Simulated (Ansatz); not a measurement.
**Pressure series in AlAs**

Take AlAs in the zinc blende structure (space group F-43m, No. 216) as the base.

```xyz
2
Lattice="0.0000 2.8642 2.8642 2.8642 0.0000 2.8642 2.8642 2.8642 0.0000" Properties=species:S:1:pos:R:3 pbc="T T T"
As     4.2963     4.2963     4.2963
Al     0.0000     0.0000     0.0000
```

Cell and atoms are relaxed at each pressure.

Calculations: PBE (Ansatz, a quantum-chemistry and plane-wave program), spin-orbit coupling left out.

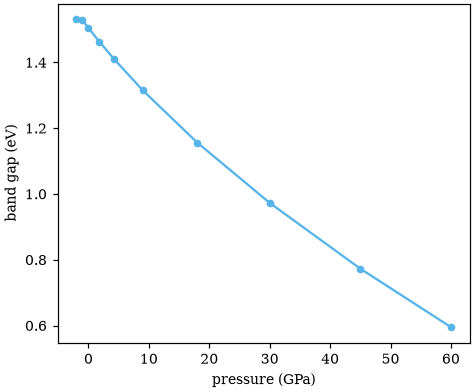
Band gap against pressure

| pressure (GPa) | band gap |
|---|---|
| -2 | 1.53 eV |
| -1 | 1.53 eV |
| 1.8 | 1.46 eV |
| 4.2 | 1.41 eV |
| 9 | 1.31 eV |
| 18 | 1.16 eV |
| 30 | 0.97 eV |
| 45 | 0.77 eV |
| 60 | 0.60 eV |

Load acts through the strain it causes; cell and atoms are relaxed under it. No phonon test of stability was made. Measured, AlAs leaves this structure (for the NiAs type) near 12 GPa (temperature not stated; as listed in Datta, Sujoy, Jana, Debnarayan, arXiv (2020)), on rising pressure, with hysteresis.
